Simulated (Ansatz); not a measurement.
Si$_{18}$SbO$_{35}$ and related structures: several calculations on one system

## 1. Relaxation

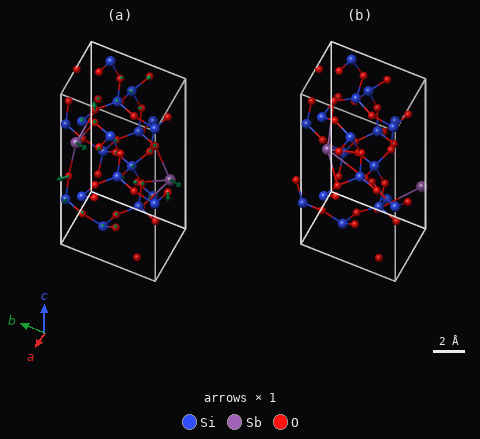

The structure of a defect cell of composition Si18SbO35 before (left) and after (right) a relaxation, at one scale. The green arrows give the displacements, at their true length.

The picture is a ball-and-stick view of the cell of the calculation, reduced to other axes (origin shifted), seen from a free direction. Lengths and directions refer to the drawn axes.

The calculation used Ansatz 0.2.0, DFT, PBE, plane-wave PAW, default files, scalar-relativistic. Set-up: plane-wave cutoff 420 eV; k-point mesh 3 × 3 × 2; occupations fermi dirac; smearing width 0.01 eV; collinear spin; atoms relaxed in a fixed cell; force threshold 0.03 eV/Å; at most 40 steps.

Question: Summarise the run.

Answer: After 11 accepted moves (12 points after the start) the energy has fallen by 31.856 eV per cell of the calculation. Largest force component: 48 eV/Å at the start, 0.0048 eV/Å at the end. The line search rejected the trial step at point 11 of the run. The Sb atom moves most: 1.03 Å roughly along −b. By element the largest moves are Sb 1.03 Å, O 0.91 Å, Si 0.46 Å. The cell doesn't change. Among the contacts that change: O–Sb 2.527 → 3.660 Å, Sb–Si 1.520 → 2.452 Å, O–Sb 2.661 → 3.481 Å, Sb–Si 1.648 → 2.425 Å. Among the angles between lasting bonds that change: Si–O–Si 143.6° → 128.4°, Si–O–Si 143.6° → 128.9°, Si–O–Si 143.6° → 129.7°. The run took 21 min on 4 threads of Arm Neoverse V2, with other jobs on the host, peak memory 4.4 GiB.

## 2. Relaxation

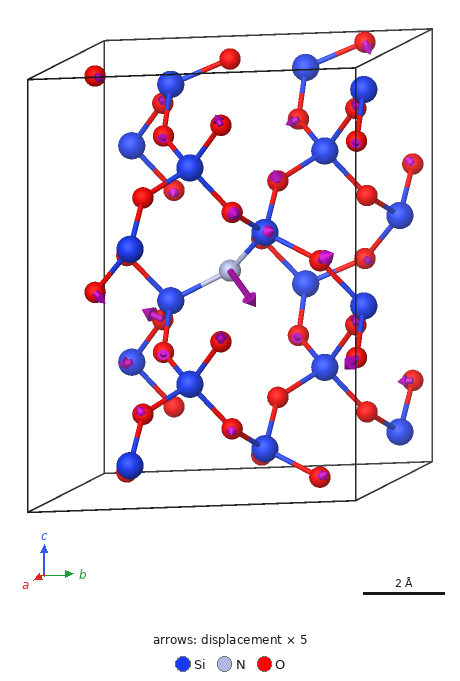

A relaxation of a defect cell of composition Si₁₈NO₃₅. The starting structure is drawn; purple arrows show the displacements, magnified 5 times.

The picture is a ball-and-stick view of the cell of the calculation (origin shifted), seen slightly off an axis.

Computed with Ansatz 0.2.0, DFT, PBE, plane-wave PAW, default files, scalar-relativistic. (plane-wave cutoff 420 eV; k-point mesh 3 × 3 × 2; occupations fermi dirac; smearing width 0.01 eV; collinear spin; atoms relaxed in a fixed cell; force threshold 0.03 eV/Å; at most 40 steps)

Which element moves most?

Nitrogen: up to 0.25 Å, against 0.13 Å for oxygen.

Describe the change and its energy.

After 4 accepted moves (5 points after the start) the energy has fallen by 0.988 eV per cell of the calculation. Largest force component: 5 eV/Å at the start, 0.026 eV/Å at the end. 1 step only repeated the SCF at the same geometry. The atom that moves furthest is the N atom (0.25 Å along [−1 2 −3]). Largest moves by element: N 0.25 Å, O 0.13 Å, Si 0.08 Å. The cell doesn't change. Near-neighbour distances that change, for instance: N–Si 1.529 → 1.709 Å, N–Si 1.659 → 1.708 Å, O–Si 1.607 → 1.628 Å. Bond angles that change, for instance: Si–N–Si 147.3° → 133.5°, N–Si–O 105.0° → 111.0°, N–Si–O 109.8° → 115.6°.

## 3. Defect

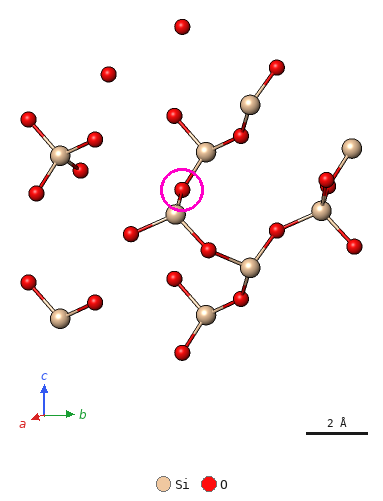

Perfect SiO2. Style: ball-and-stick. Shown: the atoms within 6.0 Å of one point, in a slice 3.4 Å thick across the line of sight, slightly off an axis.

The calculation used DFT, PBE, plane-wave PAW, default files, scalar-relativistic in Ansatz. Settings: plane-wave cutoff 420 eV; k-point mesh 3 × 3 × 2; occupations fermi dirac; smearing width 0.01 eV; collinear spin. The axes drawn are those of the host's conventional cell.

An oxygen atom is replaced by nitrogen at the ringed place, in charge state 0. The supercell has 54 sites, and the atoms are relaxed at the host's cell.

### Predict the relaxed surroundings of the defect.

In the host the O atom has 2 Si at 1.61 Å; the N atom ends with 2 Si at 1.71 Å. Of the host's atoms, an oxygen atom moves furthest from its site, by 0.13 Å. The N atom itself moves 0.19 Å from where it was put. The cell's net moment is 1.00 μB.

The relaxed defect, seen from the same direction:

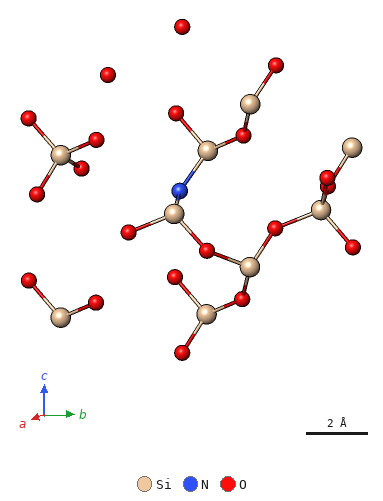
